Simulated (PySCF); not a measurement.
C₄H₇ClOSi

```xyz
14

C    -1.0222   -1.6818    0.1511
C     0.3118   -1.0457    0.0526
C     0.5452    0.2694   -0.0322
Si   -0.7933    1.6243   -0.0816
C     1.8845    0.7909   -0.1922
O     2.1993    1.8344   -0.6712
Cl    3.1856   -0.2603    0.4512
H    -1.8206   -0.9486    0.2112
H    -1.1872   -2.3199   -0.7174
H    -1.0534   -2.3251    1.0305
H     1.1463   -1.7386    0.0232
H    -0.1752    2.9403   -0.0486
H    -1.6399    1.4342    1.1019
H    -1.5815    1.4260   -1.3008
```

Geometry: GFN2-xTB.

Theory: PBE0/pcSseg-1, SCF density, gas phase, non-relativistic in PySCF.

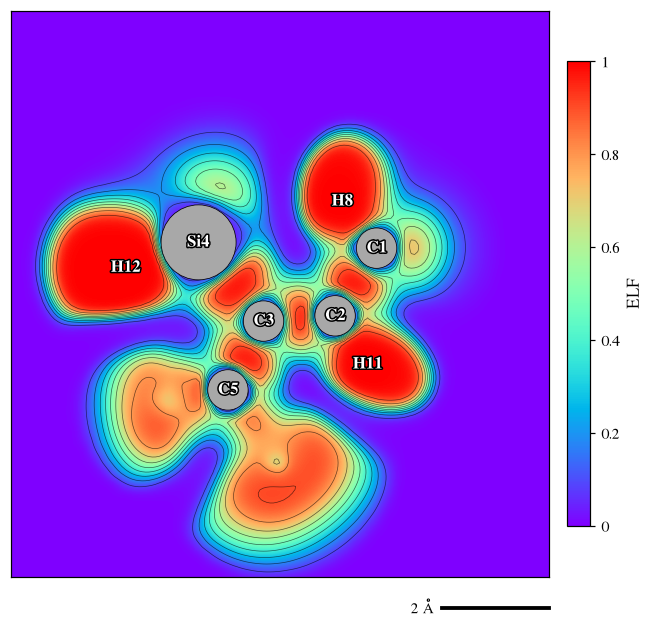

Figure 1. Electron localisation function on the plane of atoms C3, C2 and H11. Grey discs cover the atomic cores.

What do the fields say about this system?

The section cuts through C, Si and H sites.
C–C (1.34 Å): the ELF peaks at about 0.95 between the atoms (a short, multiple covalent bond).
C–Si (1.91 Å): the ELF peaks at about 0.95 between the atoms, as expected for a shared electron pair.
C–H (1.09 Å): the ELF climbs to about 1 towards the hydrogen, as it does in any bond to H; an ordinary covalent bond to hydrogen.
C–C (1.45 Å): the ELF peaks at about 0.95 between the atoms: localised, covalent bonding.
Si–H (1.45 Å): the ELF climbs to about 1 towards the hydrogen.
The ELF also peaks beside Cl7 and O6, away from the bonds: lone-pair regions.

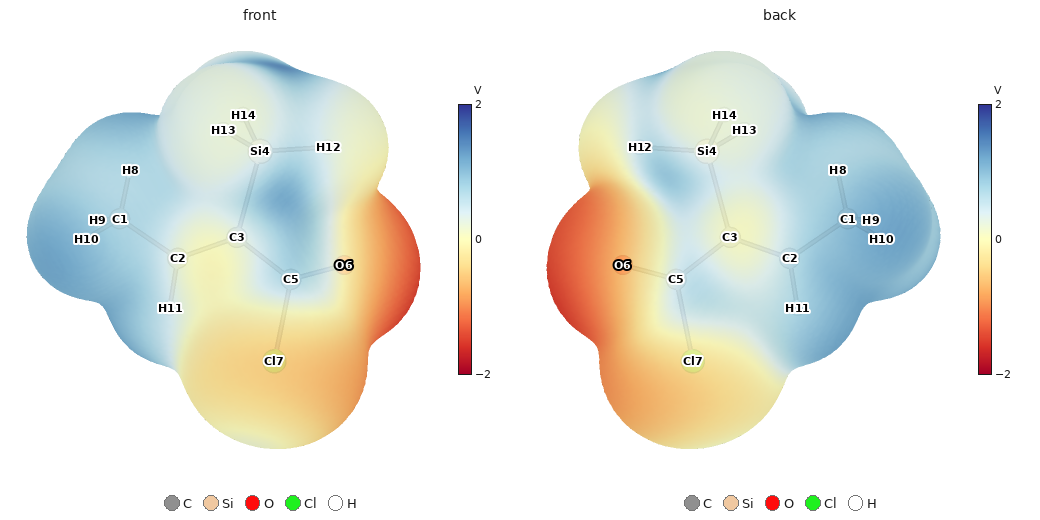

Figure 2. The molecular electrostatic potential painted on the density surface at 0.002 e/bohr³, seen from the front and from behind; the colour scale runs from red (negative) to blue (positive).

Describe the electrostatic potential map.

The most negative region (about −1.5 V) lies over O6, the most positive (about +1.3 V) over Si4, H9 and H10. O6 is the likeliest acceptor of a hydrogen bond.

How polar is the molecule by this calculation?

Its dipole moment is 4.20 D.
